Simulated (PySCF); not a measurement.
SMILES [SiH2](C#N)[GeH3] (CH5GeNSi) at its PBE0/def2-SVP optimised geometry (Å):

```
9

N      2.6188     1.1879     0.0000
C      1.4585     1.1879     0.0000
Si    -0.4012     1.1306     0.0007
Ge    -1.0813    -1.1552     0.0278
H     -0.8565     1.8685     1.2131
H     -0.8565     1.8401    -1.2286
H     -2.6188    -1.2167     0.0278
H     -0.5397    -1.8685    -1.2208
H     -0.5410    -1.8378     1.2940
```

Calculation: PySCF with PBE0/def2-TZVP.

Map of the deformation density (molecule minus spherical neutral atoms) (e/bohr³) on the plane z = 0.8 Å:

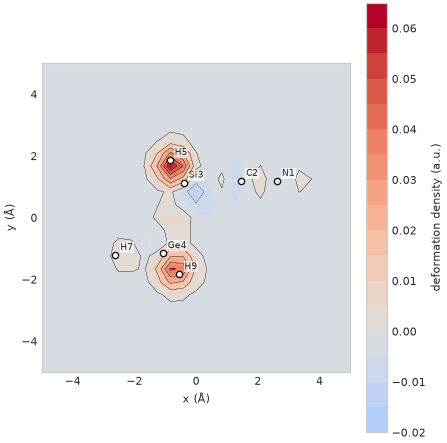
Figure: Deformation density (molecule minus spherical neutral atoms) (e/bohr³) on the plane z = 0.8 Å.
